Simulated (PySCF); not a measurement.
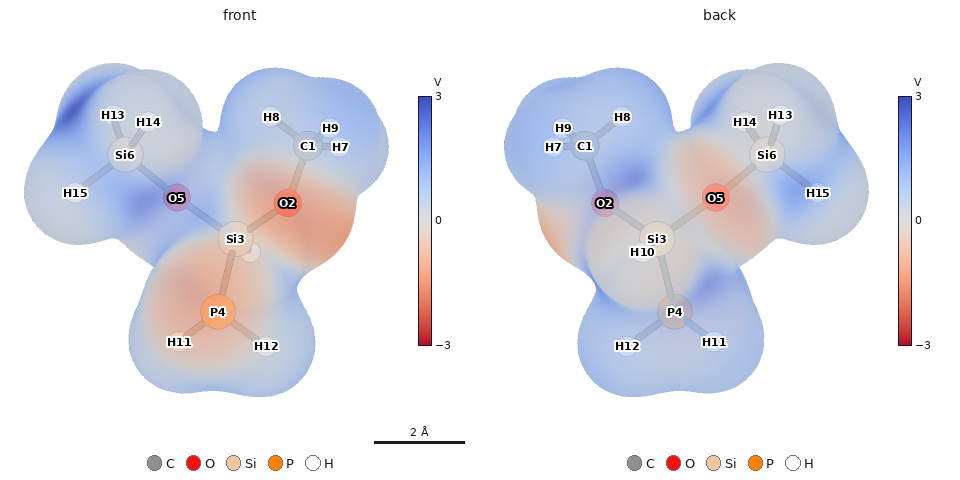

CH$_{9}$O$_{2}$PSi$_{2}$. The molecular electrostatic potential painted on the density surface at 0.004 e/bohr³, seen from the front and from behind; the colour scale runs from red (negative) to blue (positive).

Geometry: GFN2-xTB.

The calculation used PySCF 2.14.0, PBE0/pcSseg-1, SCF density, gas phase, non-relativistic.

```yaml
atoms:
  - { symbol: C, position_ang: [1.6836, 1.5736, 0.0205] }
  - { symbol: O, position_ang: [1.5071, 0.1991, 0.2076] }
  - { symbol: Si, position_ang: [0.4029, -0.7347, -0.5196] }
  - { symbol: P, position_ang: [0.5039, -2.5482, 0.7581] }
  - { symbol: O, position_ang: [-1.0708, -0.0570, -0.4671] }
  - { symbol: Si, position_ang: [-2.2914, 0.6044, 0.3723] }
  - { symbol: H, position_ang: [2.2659, 1.7594, -0.8845] }
  - { symbol: H, position_ang: [0.7187, 2.0772, -0.0700] }
  - { symbol: H, position_ang: [2.2212, 1.9654, 0.8843] }
  - { symbol: H, position_ang: [0.5920, -0.8308, -1.9669] }
  - { symbol: H, position_ang: [-0.3451, -3.2885, -0.0451] }
  - { symbol: H, position_ang: [1.6344, -3.0656, 0.1532] }
  - { symbol: H, position_ang: [-2.8798, 1.5286, -0.5947] }
  - { symbol: H, position_ang: [-1.7616, 1.3079, 1.5406] }
  - { symbol: H, position_ang: [-3.1854, -0.4828, 0.7619] }
```

### Which sites attract a positive test charge, and which a negative one?

A positive charge is drawn to the negative regions and a negative charge to the positive ones. The most negative region (about −1.4 V, or −32 kcal/mol for a unit charge) lies over O2, the most positive (about +2.4 V, or +55 kcal/mol for a unit charge) over Si6. O2 is the likeliest acceptor of a hydrogen bond.

### What dipole moment does the calculation give?

Its dipole moment is 1.45 D.
